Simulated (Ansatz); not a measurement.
# Si3N4: properties at the relaxed cell, part 2 of 2

Aim: for Si3N4, fit an equation of state.

Ansatz 0.2.0; DFT PBE, scalar-relativistic, plane waves, PAW.

### Step 7. Changing settings: basis.precision f64, eigensolver.kind davidson, dr2_threshold 1.0e-08

input.yaml

```yaml
crystal:
  lattice:
    - [0.0, 3.774088389, 3.774088389]
    - [3.774088389, 0.0, 3.774088389]
    - [3.774088389, 3.774088389, 0.0]
  atoms:
    - { symbol: Si, position: [0.125, 0.125, 0.625] }
    - { symbol: Si, position: [0.125, 0.625, 0.125] }
    - { symbol: Si, position: [0.625, 0.125, 0.125] }
    - { symbol: Si, position: [0.125, 0.125, 0.125] }
    - { symbol: Si, position: [0.75, 0.75, 0.75] }
    - { symbol: Si, position: [0.5, 0.5, 0.5] }
    - { symbol: "N", position: [0.3678690362, 0.3678690362, 0.3678690362] }
    - { symbol: "N", position: [0.3536071086, 0.8821309638, 0.8821309638] }
    - { symbol: "N", position: [0.8821309638, 0.8821309638, 0.3536071086] }
    - { symbol: "N", position: [0.8821309638, 0.3536071086, 0.8821309638] }
    - { symbol: "N", position: [0.3678690362, 0.3678690362, 0.8963928914] }
    - { symbol: "N", position: [0.3678690362, 0.8963928914, 0.3678690362] }
    - { symbol: "N", position: [0.8821309638, 0.8821309638, 0.8821309638] }
    - { symbol: "N", position: [0.8963928914, 0.3678690362, 0.3678690362] }
basis:
  ecutwfc: 420
  precision: f64
kpoints:
  mp_grid: { grid: [6, 6, 6] }
hamiltonian:
  xc: pbe
scf:
  occupations: { method: gaussian, width: 0.02 }
  eigensolver: { kind: davidson }
  convergence: { dr2_threshold: 1.0e-08 }
output:
  forces: true
  eigenvalues: true
  stress: true
relax:
  adjacent_minimum: "off"
  f_tol: 0.01
  max_steps: 30
```

Started as:

```sh
ansatz run input.yaml --threads 4 --pin off --max-ram 10240MiB --backend cpu --events-out ev --progress --plain --runs-dir out
```

The log of the run:

```text
Warning: output.stress: scf.convergence.dr2_threshold = 1e-8 eV is looser than the 1.4e-9 eV advised for a printed stress (1e-10 eV for each atom of the cell: 14). What an SCF threshold leaves in a stress goes as its square root, and in the free energy as the threshold itself, and one threshold admits the most on a small cell: of the crystals measured, under no hybrid functional and no lock of the moments, on runs that ended without the residual-converged pass, on stresses that held no estimate of that error, the worst erred by over 100 MPa in a component at 1e-7 eV an atom and by under 5 at 1e-10. Every solve of this run answers to scf.convergence.dr2_threshold, and the tensor of one is reported: a single SCF on the reported geometry and on this run's grids (its basis.xc_grid and basis.ecutrho_ratio typed), with scf.convergence.dr2_threshold at 1.4e-9 eV or tighter, prints it and tightens no other solve. Else set scf.convergence.dr2_threshold to 1.4e-9 eV or tighter. The threshold is an SCF's pass mark: one that does not reach it within its budget of iterations ends unconverged, or closes short of it on a stop that the run arms, and scf.convergence.dr2_threshold's page says what that costs each kind of run
Warning: RAYON_NUM_THREADS=4 ignored (pool sized by the plan → 4); use --threads N
Engine: ansatz 0.2.0, x86_64-unknown-linux-gnu
[... 4 set-up lines as earlier in the session ...]
  parameter kappa = 0.804
  parameter beta = 0.06672455060314922
  exchange = pbe_x(kappa = kappa, mu = beta*pi^2/3)
  correlation = pbe_c(beta = beta)
Crystal: 14 atoms, lattice volume = 107.514 Å³
Basis set: ecut = 420 eV, 2085 PW (Γ), exchange–correlation on 72×72×72 points (8 copies of the dense FFT grid, shifted against one another)
Bands: 46, of which v1, the nominal top of the filled ones, is band 32 counted from 1 (31 counted from 0)
Symmetry: 48 space group operations
Space group: Fd-3m (ITA 227), of the structure as read, at distance tolerance 4.8e-5 Å
k-points: 16 of 216
Non-local potential: Si, projectors of the file, l = 0: 2, l = 1: 2, l = 2: 2
Non-local potential: N, projectors of the file, l = 0: 2, l = 1: 2, l = 2: 1
PAW form: soft (Blöchl's): semilocal exchange-correlation on the pseudo side does not see the compensation charge
PAW one-centre angular grid: Si, 110 points (default); XC on 64 Gauss nodes
PAW one-centre angular grid: N, 110 points (default); XC on 64 Gauss nodes
Initial density: superposition of atomic densities (neutral atoms: chi_scale 0, normalization atom), corrected by the library's trained network
Initial wavefunctions: pseudopotential atomic-orbital guess
Functional: x = pbe(κ = 0.804, μ = 0.2195149727645171), c = pbe(β = 0.06672455060314922)
SCF iter   1: F=—  HF=-6898.776418 eV  |F-HF|=—  |Δ(HF+E_count)|=         —  Δρ=4.88e-3  dr2=3.80e-2  ethr=1.77e-3  ⟨swp⟩=10.9  Hψ=4018  notcnv=0
preconditioner: auto → Resta (q_TF=auto, 2.502 Å⁻¹)  ε∞=4.2  [insulator: Δε(μ)=3.714 eV  Ē_g=15.907 eV  σ=0.020 eV  W_gap=1.00  n_scr=26 (ndim 8)  ℏωp=28.6 eV  f_vac=0.000  D(μ)=0.00/eV (n_scr^D=0)  ε∞_Penn≈4.2]
SCF iter   2: F=—  HF=-6898.770482 eV  |F-HF|=—  |Δ(HF+E_count)|=   5.94e-3  Δρ=2.04e-3  dr2=5.64e-3  ethr=5.93e-5  ⟨swp⟩=5.1  Hψ=1937  notcnv=0  defer=1
iter 3 solved again at ethr=3.81e-7 eV; its pass at ethr=8.82e-6 eV (dr2=2.44e-4 eV) is discarded
SCF iter   3: F=—  HF=-6898.770107 eV  |F-HF|=—  |Δ(HF+E_count)|=   3.75e-4  Δρ=5.84e-4  dr2=2.47e-4  ethr=3.81e-7  ⟨swp⟩=2.4  Hψ=3251  notcnv=0
SCF iter   4: F=—  HF=-6898.770160 eV  |F-HF|=—  |Δ(HF+E_count)|=   5.29e-5  Δρ=1.38e-4  dr2=1.56e-5  ethr=3.81e-7  ⟨swp⟩=2.1  Hψ=1251  notcnv=0
SCF iter   5: F=—  HF=-6898.770419 eV  |F-HF|=—  |Δ(HF+E_count)|=   2.59e-4  Δρ=3.31e-5  dr2=8.82e-7  ethr=2.44e-8  ⟨swp⟩=3.0  Hψ=1749  notcnv=0
SCF iter   6: F=—  HF=-6898.770419 eV  |F-HF|=—  |Δ(HF+E_count)|=   9.51e-8  Δρ=8.70e-6  dr2=6.03e-8  ethr=1.38e-9  ⟨swp⟩=3.0  Hψ=1740  notcnv=0
SCF iter   7: F=-6898.770419 eV  HF=-6898.770419 eV  |F-HF|=2.19e-9  |Δ(HF+E_count)|=   1.10e-8  Δρ=2.21e-6  dr2=3.75e-9  ethr=9.42e-11  ⟨swp⟩=3.0  Hψ=1404  notcnv=0
SCF 1 converged in 7 iterations: F = -6898.770419 eV  dr2 = 3.75e-9
  Residual-converged pass: ⟨swp⟩=3.1  Hψ=1726  notcnv=0  max |occ|·‖R‖ = 2.1e-6 eV (tolerance 2.1e-6 eV)  dr2=3.12e-9  dr2_onsite=2.64e-10  max |Δocc| = 0.0e0
relax step   1: F+E_penalty+E_count = -6898.77041904 eV  Δ(F+E_penalty+E_count) = +0.000e0 eV  max|allowed force component| = 6.537e-2 eV/Å  Δτ_max = 0.0000 Å  (7 SCF iters, accepted)
Initial density: handed on by an earlier stage of this run
Initial wavefunctions: those handed on with the density
iter 1 solved again at ethr=2.27e-7 eV; its pass at ethr=1.00e-1 eV (dr2=1.45e-4 eV) is discarded
SCF iter   1: F=—  HF=-6898.770906 eV  |F-HF|=—  |Δ(HF+E_count)|=         —  Δρ=3.11e-4  dr2=1.75e-4  ethr=2.27e-7  ⟨swp⟩=4.1  Hψ=2868  notcnv=0  defer=1
preconditioner: auto → Resta (q_TF=auto, 2.502 Å⁻¹)  ε∞=4.2  [insulator: Δε(μ)=3.722 eV  Ē_g=15.915 eV  σ=0.020 eV  W_gap=1.00  n_scr=26 (ndim 8)  ℏωp=28.6 eV  f_vac=0.000  D(μ)=0.00/eV (n_scr^D=0)  ε∞_Penn≈4.2]
SCF iter   2: F=—  HF=-6898.770857 eV  |F-HF|=—  |Δ(HF+E_count)|=   4.90e-5  Δρ=1.31e-4  dr2=2.45e-5  ethr=2.27e-7  ⟨swp⟩=2.9  Hψ=1285  notcnv=0
iter 3 solved again at ethr=4.82e-10 eV; its pass at ethr=3.82e-8 eV (dr2=3.09e-7 eV) is discarded
SCF iter   3: F=—  HF=-6898.771100 eV  |F-HF|=—  |Δ(HF+E_count)|=   2.43e-4  Δρ=1.62e-5  dr2=3.01e-7  ethr=4.82e-10  ⟨swp⟩=3.1  Hψ=3028  notcnv=0
SCF iter   4: F=—  HF=-6898.771100 eV  |F-HF|=—  |Δ(HF+E_count)|=   2.95e-8  Δρ=7.88e-6  dr2=5.15e-8  ethr=4.71e-10  ⟨swp⟩=3.0  Hψ=1619  notcnv=0
SCF iter   5: F=-6898.771100 eV  HF=-6898.771100 eV  |F-HF|=4.05e-9  |Δ(HF+E_count)|=   1.22e-8  Δρ=2.54e-6  dr2=6.94e-9  ethr=8.05e-11  ⟨swp⟩=3.0  Hψ=1307  notcnv=0
SCF 2 converged in 5 iterations: F = -6898.771100 eV  dr2 = 6.94e-9
  Residual-converged pass: ⟨swp⟩=3.2  Hψ=1739  notcnv=0  max |occ|·‖R‖ = 2.1e-6 eV (tolerance 2.1e-6 eV)  dr2=6.28e-9  dr2_onsite=2.20e-10  max |Δocc| = 0.0e0
relax step   2: F+E_penalty+E_count = -6898.77110018 eV  Δ(F+E_penalty+E_count) = -6.811e-4 eV  max|allowed force component| = 3.127e-2 eV/Å  Δτ_max = 0.0010 Å  (5 SCF iters, accepted)
SCF iter   1: F=—  HF=-6898.771098 eV  |F-HF|=—  |Δ(HF+E_count)|=         —  Δρ=2.84e-4  dr2=1.49e-4  ethr=2.30e-6  ⟨swp⟩=3.8  Hψ=1634  notcnv=0
preconditioner: auto → Resta (q_TF=auto, 2.502 Å⁻¹)  ε∞=4.2  [insulator: Δε(μ)=3.721 eV  Ē_g=15.917 eV  σ=0.020 eV  W_gap=1.00  n_scr=26 (ndim 8)  ℏωp=28.6 eV  f_vac=0.000  D(μ)=0.00/eV (n_scr^D=0)  ε∞_Penn≈4.2]
SCF iter   2: F=—  HF=-6898.771058 eV  |F-HF|=—  |Δ(HF+E_count)|=   3.94e-5  Δρ=1.24e-4  dr2=2.17e-5  ethr=2.33e-7  ⟨swp⟩=2.9  Hψ=1291  notcnv=0
iter 3 solved again at ethr=5.74e-10 eV; its pass at ethr=3.39e-8 eV (dr2=3.67e-7 eV) is discarded
SCF iter   3: F=—  HF=-6898.771301 eV  |F-HF|=—  |Δ(HF+E_count)|=   2.43e-4  Δρ=1.57e-5  dr2=3.63e-7  ethr=5.74e-10  ⟨swp⟩=3.1  Hψ=3007  notcnv=0
SCF iter   4: F=—  HF=-6898.771301 eV  |F-HF|=—  |Δ(HF+E_count)|=   6.34e-8  Δρ=6.98e-6  dr2=4.03e-8  ethr=5.67e-10  ⟨swp⟩=3.0  Hψ=1598  notcnv=0
SCF iter   5: F=-6898.771301 eV  HF=-6898.771301 eV  |F-HF|=4.08e-9  |Δ(HF+E_count)|=   7.22e-9  Δρ=2.59e-6  dr2=6.87e-9  ethr=6.30e-11  ⟨swp⟩=2.6  Hψ=1264  notcnv=0
SCF 3 converged in 5 iterations: F = -6898.771301 eV  dr2 = 6.87e-9
  Residual-converged pass: ⟨swp⟩=3.1  Hψ=1744  notcnv=0  max |occ|·‖R‖ = 1.9e-6 eV (tolerance 2.1e-6 eV)  dr2=6.47e-9  dr2_onsite=1.33e-10  max |Δocc| = 0.0e0
relax step   3: F+E_penalty+E_count = -6898.77130137 eV  Δ(F+E_penalty+E_count) = -2.012e-4 eV  max|allowed force component| = 7.831e-5 eV/Å  Δτ_max = 0.0009 Å  (5 SCF iters, accepted)
SCF converged after 5 iterations
Free energy (F): -6898.771301 eV
Harris-Foulkes:  -6898.771301 eV  (|F-HF|=4.08e-9)
Internal energy: -6898.771301 eV  (E = F + TS)
E sigma→0 (E₀):  -6898.771301 eV
Fermi energy:    14.305348 eV
--- Per-component energies (eV) ---
  E_band       = 342.273239
  E_kinetic    = 1401.819964
  E_local      = -1404.147075  (includes V_loc(G=0)·N_el)
  E_nonlocal   = 510.396917
  E_hartree    = 472.755385
  E_xc         = -843.135015
  E_vxc        = -934.474890  (∫ρ·V_xc dr)
  E_paw        = -4102.840959  (= ΣΔE_a)
  E_vpaw       = -176.832969  (= ΣTr[D̂ρ^β])
  E_aug_tail   = 0.000858  (compensation charges beyond the density's cutoff)
  E_ewald      = -2933.621376
  E_smearing   = -0.000000  (= −TS)
  E_closure    = -0.000000  (closes the sum)
  Σ components = -6898.771301   (vs F -6898.771301, Δ=0.00e0)
--- Forces (eV/Å), atoms counted from 1 ---
  atom   1  Si    -0.00000000     0.00000000     0.00000000
  atom   2  Si    -0.00000000     0.00000000    -0.00000000
  atom   3  Si    -0.00000000    -0.00000000     0.00000000
  atom   4  Si    -0.00000000    -0.00000000    -0.00000000
  atom   5  Si     0.00000000     0.00000000     0.00000000
  atom   6  Si    -0.00000000     0.00000000     0.00000000
  atom   7  N     -0.00007831    -0.00007831    -0.00007831
  atom   8  N      0.00007831    -0.00007831    -0.00007831
  atom   9  N     -0.00007831    -0.00007831     0.00007831
  atom  10  N     -0.00007831     0.00007831    -0.00007831
  atom  11  N      0.00007831     0.00007831    -0.00007831
  atom  12  N      0.00007831    -0.00007831     0.00007831
  atom  13  N      0.00007831     0.00007831     0.00007831
  atom  14  N     -0.00007831     0.00007831     0.00007831
  max |Σ_I F_I| component: 6.58e-17 eV/Å
--- Stress (GPa, compression-positive) ---
       33.604381      -0.000000      -0.000000
        0.000000      33.604381       0.000000
       -0.000000      -0.000000      33.604381
  P = ⅓ Tr σ = 33.6044 GPa (336.044 kbar)
--- Band table (eV; the first three rows and the last of 16) ---
  k-point 0: bands = ["-7.2711", "-3.6228", "-2.6421", "-2.6421", "-2.6421", "-1.5250", "-1.5250", "-1.5250", "1.3764", "2.4807", "2.9691", "2.9691", "2.9691", "4.5813", "4.5813", "7.9898", "7.9898", "7.9898", "9.9114", "9.9114", "9.9114", "10.4193", "10.4193", "10.4193", "11.5280", "11.5280", "12.2031", "12.2031", "12.2031", "12.4338", "12.4338", "12.4338", "16.1671", "16.1671", "16.1671", "17.8709", "19.6619", "19.8350", "19.8350", "20.4651", "20.9364", "20.9364", "20.9364", "22.7574", "22.7574", "22.7574"]
  k-point 1: bands = ["-7.1108", "-3.8378", "-3.0093", "-2.6147", "-2.6147", "-1.6533", "-1.6533", "-1.6517", "1.7776", "2.7971", "3.1913", "3.1913", "3.6551", "4.8835", "4.8835", "7.4740", "7.9096", "7.9096", "9.4897", "9.4897", "9.8527", "10.0049", "10.3040", "10.3040", "11.2544", "11.2544", "11.6890", "11.9621", "11.9621", "12.0485", "12.3718", "12.3718", "16.5803", "16.6843", "16.6843", "18.3990", "20.0133", "20.3612", "20.3612", "20.8711", "21.2872", "21.3672", "21.3672", "22.2690", "23.0241", "23.0241"]
  k-point 2: bands = ["-6.6543", "-4.6755", "-3.1959", "-2.5201", "-2.5201", "-1.9676", "-1.9372", "-1.9372", "2.5621", "3.5688", "3.8112", "3.8112", "5.1640", "5.3769", "5.3769", "6.6397", "7.6393", "7.6393", "8.5651", "9.0918", "9.0918", "9.7801", "9.7801", "9.9810", "10.2437", "10.4890", "10.4890", "11.6913", "11.8549", "11.8549", "12.1989", "12.1989", "17.3154", "17.7163", "17.7163", "19.6415", "20.1137", "20.6813", "20.6813", "21.4482", "22.0059", "22.1937", "22.1937", "22.4757", "23.3487", "23.3487"]
  k-point 15: bands = ["-5.4088", "-5.4088", "-3.9988", "-3.9988", "-2.3295", "-2.3295", "-1.5030", "-1.5030", "4.3238", "4.3238", "4.9310", "4.9310", "5.9755", "5.9755", "6.5325", "6.5325", "6.8793", "6.8793", "7.8722", "7.8722", "8.4621", "8.4621", "8.8131", "8.8131", "10.1564", "10.1564", "10.5248", "10.5248", "11.1430", "11.1430", "11.7145", "11.7145", "19.4989", "19.4989", "19.9955", "19.9955", "21.2965", "21.2965", "22.1624", "22.1624", "22.6641", "22.6641", "23.2223", "23.2223", "24.0271", "24.0271"]
--- Relaxed structure (3 steps of the walk, 3 accepted, 0 SCFs on fresh bases) ---
  F+E_penalty+E_count = -6898.77130137 eV   max|allowed force component| = 7.831e-5 eV/Å
  atoms:
    - { symbol: Si, position: [0.12499999999999999, 0.12499999999999999, 0.6249999999999999] }
    - { symbol: Si, position: [0.125, 0.6249999999999999, 0.125] }
    - { symbol: Si, position: [0.6249999999999999, 0.125, 0.125] }
    - { symbol: Si, position: [0.12499999999999999, 0.12499999999999999, 0.12499999999999999] }
    - { symbol: Si, position: [0.75, 0.75, 0.75] }
    - { symbol: Si, position: [0.49999999999999994, 0.49999999999999994, 0.49999999999999994] }
    - { symbol: N, position: [0.3680182317323457, 0.3680182317323457, 0.3680182317323457] }
    - { symbol: N, position: [0.35405469519703703, 0.8819817682676542, 0.8819817682676542] }
    - { symbol: N, position: [0.8819817682676542, 0.8819817682676542, 0.35405469519703703] }
    - { symbol: N, position: [0.8819817682676542, 0.35405469519703703, 0.8819817682676542] }
    - { symbol: N, position: [0.3680182317323457, 0.3680182317323457, 0.8959453048029629] }
    - { symbol: N, position: [0.3680182317323457, 0.8959453048029629, 0.3680182317323457] }
    - { symbol: N, position: [0.8819817682676542, 0.8819817682676542, 0.8819817682676542] }
    - { symbol: N, position: [0.8959453048029629, 0.3680182317323457, 0.3680182317323457] }
```

Run time: 15 s. Hardware: 4 threads of Intel Xeon at 2.50GHz (Skylake/Cascade Lake), shared host; peak memory 0.49 GiB.

| run | ending | energy change | pressure (GPa) | gap (eV) | force (eV/Å) | cycles | time |
| --- | --- | --- | --- | --- | --- | --- | --- |
| step 6 | converged | 0 | 33.6 | 3.72 | 0.00 | - | 13 s |
| variant | converged | 0.0 meV/atom | 33.6 | 3.72 | 0.00 | - | 15 s |

Same state: the changed arithmetic precision, solver and convergence setting leaves the energy within 0.5 meV/atom.

### Step 8. The cell scaled to 1.10 of its volume

input.yaml

```yaml
crystal:
  lattice:
    - [0.0, 4.0203373631, 4.0203373631]
    - [4.0203373631, 0.0, 4.0203373631]
    - [4.0203373631, 4.0203373631, 0.0]
  atoms:
    - { symbol: Si, position: [0.125, 0.125, 0.625] }
    - { symbol: Si, position: [0.125, 0.625, 0.125] }
    - { symbol: Si, position: [0.625, 0.125, 0.125] }
    - { symbol: Si, position: [0.125, 0.125, 0.125] }
    - { symbol: Si, position: [0.75, 0.75, 0.75] }
    - { symbol: Si, position: [0.5, 0.5, 0.5] }
    - { symbol: "N", position: [0.3671698289, 0.3671698289, 0.3671698289] }
    - { symbol: "N", position: [0.3515094866, 0.8828301711, 0.8828301711] }
    - { symbol: "N", position: [0.8828301711, 0.8828301711, 0.3515094866] }
    - { symbol: "N", position: [0.8828301711, 0.3515094866, 0.8828301711] }
    - { symbol: "N", position: [0.3671698289, 0.3671698289, 0.8984905134] }
    - { symbol: "N", position: [0.3671698289, 0.8984905134, 0.3671698289] }
    - { symbol: "N", position: [0.8828301711, 0.8828301711, 0.8828301711] }
    - { symbol: "N", position: [0.8984905134, 0.3671698289, 0.3671698289] }
basis:
  ecutwfc: 420
kpoints:
  mp_grid: { grid: [6, 6, 6] }
hamiltonian:
  xc: pbe
scf:
  occupations: { method: gaussian, width: 0.02 }
output:
  forces: true
  stress: true
  eigenvalues: true
relax:
  adjacent_minimum: "off"
  f_tol: 0.01
  max_steps: 30
```

Started as:

```sh
ansatz run input.yaml --threads 4 --pin off --max-ram 10240MiB --backend cpu --events-out ev --progress --plain --runs-dir out
```

The log of the run (excerpt; [...] marks lines left out):

```text
Warning: output.stress: scf.convergence.dr2_threshold = 1e-7 eV (the SCF's general default) is looser than the 1.4e-9 eV advised for a printed stress (1e-10 eV for each atom of the cell: 14). What an SCF threshold leaves in a stress goes as its square root, and in the free energy as the [...]
Warning: RAYON_NUM_THREADS=4 ignored (pool sized by the plan → 4); use --threads N
[...]
[... 3 set-up lines as earlier in the session ...]
[...]
    - { symbol: N, position: [0.36689226484917487, 0.36689226484917487, 0.36689226484917487] }
    - { symbol: N, position: [0.35067679454752465, 0.883107735150825, 0.883107735150825] }
    - { symbol: N, position: [0.883107735150825, 0.883107735150825, 0.35067679454752465] }
    - { symbol: N, position: [0.883107735150825, 0.35067679454752465, 0.883107735150825] }
    - { symbol: N, position: [0.36689226484917487, 0.36689226484917487, 0.8993232054524751] }
    - { symbol: N, position: [0.36689226484917487, 0.8993232054524751, 0.3668922648491748] }
    - { symbol: N, position: [0.883107735150825, 0.883107735150825, 0.883107735150825] }
    - { symbol: N, position: [0.8993232054524751, 0.36689226484917487, 0.3668922648491748] }
```

Wall time 14 s (4 threads of Intel Xeon at 2.50GHz (Skylake/Cascade Lake), shared host); peak memory 0.54 GiB.

Step by step:

```csv
step,E - E(step 1) (eV/cell),largest force component (eV/Å)
1,0.0000,0.0765
2,-0.0015,0.0379
3,-0.0021,0.0001
```

Step 1 is the start.

### Step 9. Volume × 0.88

input.yaml

```yaml
crystal:
  lattice:
    - [0.0, 3.7321506024, 3.7321506024]
    - [3.7321506024, 0.0, 3.7321506024]
    - [3.7321506024, 3.7321506024, 0.0]
  atoms:
    - { symbol: Si, position: [0.125, 0.125, 0.625] }
    - { symbol: Si, position: [0.125, 0.625, 0.125] }
    - { symbol: Si, position: [0.625, 0.125, 0.125] }
    - { symbol: Si, position: [0.125, 0.125, 0.125] }
    - { symbol: Si, position: [0.75, 0.75, 0.75] }
    - { symbol: Si, position: [0.5, 0.5, 0.5] }
    - { symbol: "N", position: [0.368017762, 0.368017762, 0.368017762] }
    - { symbol: "N", position: [0.354053286, 0.881982238, 0.881982238] }
    - { symbol: "N", position: [0.881982238, 0.881982238, 0.354053286] }
    - { symbol: "N", position: [0.881982238, 0.354053286, 0.881982238] }
    - { symbol: "N", position: [0.368017762, 0.368017762, 0.895946714] }
    - { symbol: "N", position: [0.368017762, 0.895946714, 0.368017762] }
    - { symbol: "N", position: [0.881982238, 0.881982238, 0.881982238] }
    - { symbol: "N", position: [0.895946714, 0.368017762, 0.368017762] }
basis:
  ecutwfc: 420
kpoints:
  mp_grid: { grid: [6, 6, 6] }
hamiltonian:
  xc: pbe
scf:
  occupations: { method: gaussian, width: 0.02 }
output:
  forces: true
  stress: true
  eigenvalues: true
relax:
  adjacent_minimum: "off"
  f_tol: 0.01
  max_steps: 30
```

Started as:

```sh
ansatz run input.yaml --threads 4 --pin off --max-ram 10240MiB --backend cpu --events-out ev --progress --plain --runs-dir out
```

The log of the run (excerpt; [...] marks lines left out):

```text
[...]
relax step   3: F+E_penalty+E_count = -6897.86434794 eV  Δ(F+E_penalty+E_count) = -1.892e-4 eV  max|allowed force component| = 6.897e-5 eV/Å  Δτ_max = 0.0009 Å  (4 SCF iters, accepted)
SCF converged after 4 iterations
Free energy (F): -6897.864348 eV
[...]
E sigma→0 (E₀):  -6897.864348 eV
Fermi energy:    14.927526 eV
[...]
--- Forces (eV/Å), atoms counted from 1 ---
[...]
    - { symbol: N, position: [0.8818422813099299, 0.8818422813099299, 0.35447315607021024] }
    - { symbol: N, position: [0.8818422813099299, 0.35447315607021024, 0.8818422813099299] }
    - { symbol: N, position: [0.36815771869007, 0.36815771869007, 0.8955268439297901] }
    - { symbol: N, position: [0.36815771869007, 0.8955268439297901, 0.36815771869006997] }
    - { symbol: N, position: [0.8818422813099299, 0.8818422813099299, 0.8818422813099299] }
    - { symbol: N, position: [0.8955268439297901, 0.36815771869007, 0.36815771869006997] }
```

Wall time 12 s (4 threads of Intel Xeon at 2.50GHz (Skylake/Cascade Lake), shared host); peak memory 0.5 GiB.

### Step 10. Energy against volume

```
volume (Å³/atom)  energy above the lowest point (meV/atom)  pressure (GPa)  gap on the mesh (eV)
           7.426                                     138.3           48.75                  3.86
           7.680                                      73.5           33.61                  3.72
           7.933                                      30.9           20.64                  3.59
           8.186                                       7.3            9.52                  3.46
           8.439                                       0.0            0.00                  3.34
           8.692                                       6.6           -8.14                  3.23
           8.945                                      25.1          -15.11                  3.12
           9.283                                      65.3          -22.82                  2.98
```

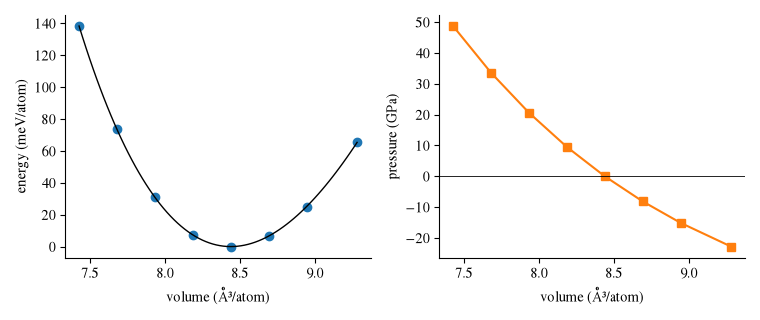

Energy with the third-order Birch-Murnaghan fit and pressure against volume.

### Step 11. What came out

What follows sums up all 2 parts.

```
                                                                                               quantity         value
                                                                          equilibrium volume of the fit  8.44 Å³/atom
                                                                                           bulk modulus       293 GPa
                                                                                its pressure derivative           4.1
step 7, run with basis.precision f64, eigensolver.kind davidson, dr2_threshold 1.0e-08 (against step 6)  0.0 meV/atom
```

The fit puts the minimum at 8.44 Å³/atom with B = 293 GPa and B' = 4.1. Against the measured bulk modulus of Si3N4, 308 GPa (powder; quoted in “Elastic and structural instability of cubic Sn3N4 and C3N4 under pressure”, 2010, arxiv:1003.2387), the calculated 293 GPa is off by -5.0 %. 2 values of this kind are on record (290 to 308 GPa); this one was drawn at random among those near their median, those with a stated uncertainty first. The calculation is for zero temperature. The gap on the mesh goes from 3.86 eV at the smallest volume to 2.98 eV at the largest.
